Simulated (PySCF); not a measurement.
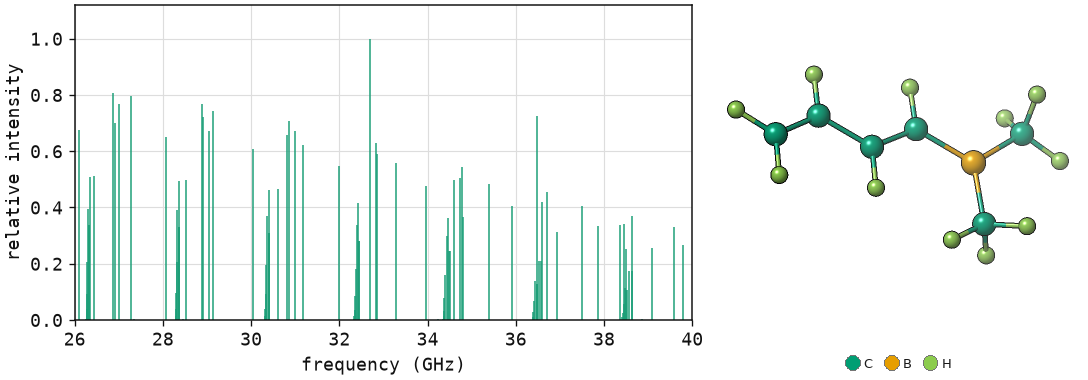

C₆H₁₁B, SMILES C=C/C=C/B(C)C. Simulated rotational absorption lines between 26 and 40 GHz at 5 K: rigid rotor with the equilibrium constants and dipole of one optimised conformer (PBE0-D3(BJ)/def2-SVP, PySCF 2.14.0), commonest isotopes; no centrifugal distortion, hyperfine structure, internal rotation or nuclear-spin weights; lines within 1 MHz of each other are summed.

Q: What are the rotational constants, and what kind of rotor is it?

A: Rotational constants A, B, C = 6.470, 1.082, 0.9376 GHz; Ray's κ = −0.95, a near-prolate asymmetric top.

Q: Which dipole components drive the lines?

A:
|μa|, |μb|, |μc| = 0.89, 0.03, 0.00 D; a-type lines carry 100 % of the intensity in this range.

Caveats: coarse grid, loose stop and no frequency check, small forces are noise and the end may be a saddle.
